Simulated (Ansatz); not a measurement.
# InHSCl2: an energy map over angle H5–S1–In2 and dihedral H5–S1–In2–Cl3

Aim: map the energy of Cl2HInS, SMILES [SH][In]([Cl])[Cl] over two coordinates, and find its wells, ridges and stiffness.

Program: Ansatz 0.2.0. Level of theory: RKS B3LYP-D4/def2-TZVP. These are calculated values, not measurements.

### Step 1. Starting geometry

SMILES `[SH][In]([Cl])[Cl]`, 5 atoms, charge 0, spin multiplicity 1.

Atoms are counted from 1 here; the program's logs count them from 0.

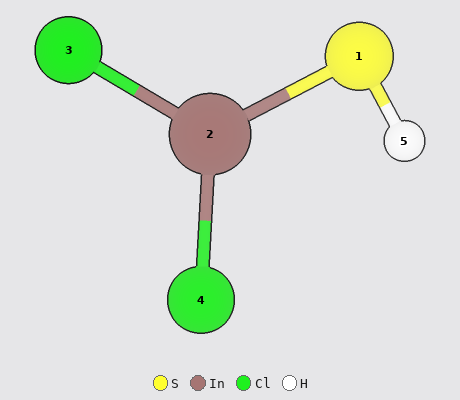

The starting geometry (sulfur yellow, indium brown, chlorine green, hydrogen white); atoms are numbered from 1 in the order of the file.

Coordinates:

```mol
Cl2HInS
  3D, bonds by distance, orders not assigned

  5  4  0  0  0  0  0  0  0  0999 V2000
   -0.1138    1.7897    0.7119 S   0  0
    0.3293   -0.4654    0.0116 In  0  0
    2.2005   -1.6652    0.7757 Cl  0  0
   -1.1213   -1.5602   -1.4889 Cl  0  0
   -1.2448    1.8275   -0.0517 H   0  0
  1  2  8  0
  1  5  8  0
  2  3  8  0
  2  4  8  0
M  END
```

This geometry comes from a loose relaxation at PBE in a small basis, which is not shown.

### Step 3. The grid

First coordinate, angle H5–S1–In2: 9 values from 67.4 to 117.4 °. Second coordinate, dihedral H5–S1–In2–Cl3: 10 values from −180 to 144 °, periodic.

Nothing else is relaxed (all other coordinates rigid). Energies count from the relaxed molecule at the same level. Points are written as (first, second).

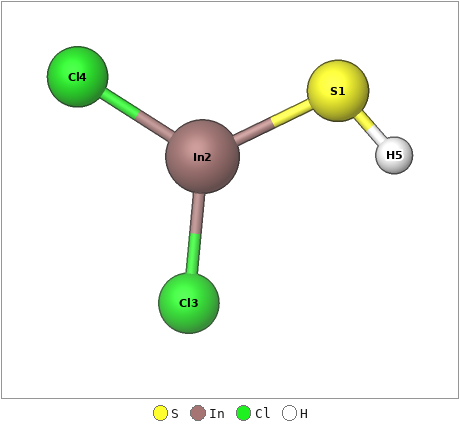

The geometry at (104.9°, 0°).

(The set-up runs are not shown.)

### Step 4. The run at (104.9°, 0°)

input.yaml reads:

```yaml
crystal:
  periodic: [false, false, false]
  atoms:
    - { symbol: S, position_ang: [-0.111729, 1.763096, 0.705238] }
    - { symbol: In, position_ang: [0.318888, -0.466527, 0.004073] }
    - { symbol: Cl, position_ang: [-1.09625, -1.567782, -1.476831] }
    - { symbol: Cl, position_ang: [2.17891, -1.643676, 0.771599] }
    - { symbol: H, position_ang: [-1.246387, 2.112232, 0.071184] }
basis:
  gaussian: { orbitals: def2-TZVP }
hamiltonian:
  xc: { name: B3LYP }
  dispersion: d4
output:
  forces: true
```

On the command line:

```sh
ansatz run input.yaml --threads 1 --pin off --max-ram 2560MiB --backend cpu --events-out ev --progress --plain --runs-dir out
```

The session goes on with these runs: all other points of the grid.

**Question.** What will these runs give? Wanted: lowest point; highest computed point; dipole moment; largest force on an atom.

As calculated:

| quantity | value |
| --- | --- |
| lowest point | (92.4°, −180°), 0.0 kJ/mol |
| highest computed point | (67.4°, −108°), 46.1 kJ/mol above the lowest |
| dipole moment (D) | 1.47 at (67.4°, −108°) to 1.83 at (98.6°, 0°); 1.80 at the lowest point |
| largest force on an atom (eV/Å) | 0.00 at (92.4°, −180°) to 1.29 at (67.4°, −180°); 0.00 at the lowest point |
| time for the whole task | 5.6 min on 1 thread, shared host |

In words: The lowest computed point is at (92.4°, −180°), 0.0 kJ/mol from the relaxed molecule at the same level; the map holds 2 wells of about this depth. It is the only kind of minimum in the scanned range. The highest computed point, (67.4°, −108°), lies 46.1 kJ/mol above the lowest. On the interpolated surface the easiest way out of the lowest well to the well at (92.4°, 0°) passes a barrier of about 19 kJ/mol. Round the minimum the two coordinates are nearly uncoupled.
